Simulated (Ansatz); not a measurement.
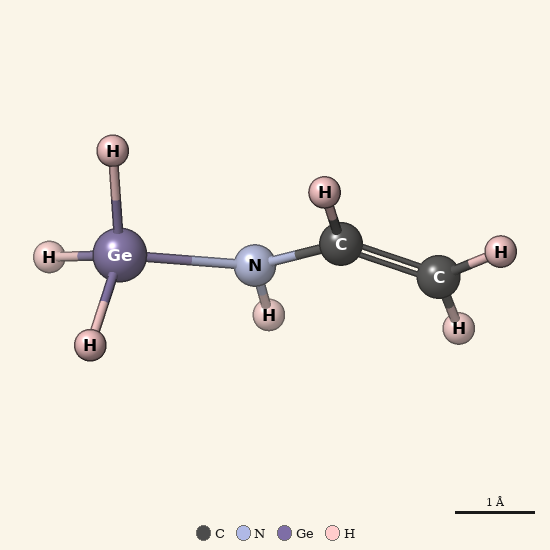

Depth is shown by fading: the farther an atom, the more it takes the colour of the background. The computed structure is the end point of a PBE0-D4/def2-TZVP optimisation. Masses are those of the most abundant isotopes; constants are for the rigid equilibrium geometry.

### What kind of rotor is it, and what are its rotational constants in cm⁻¹?

An asymmetric top (C1): A = 0.919, B = 0.0608, C = 0.0588 cm⁻¹. Ray's parameter κ is −1.00, close to the prolate limit.
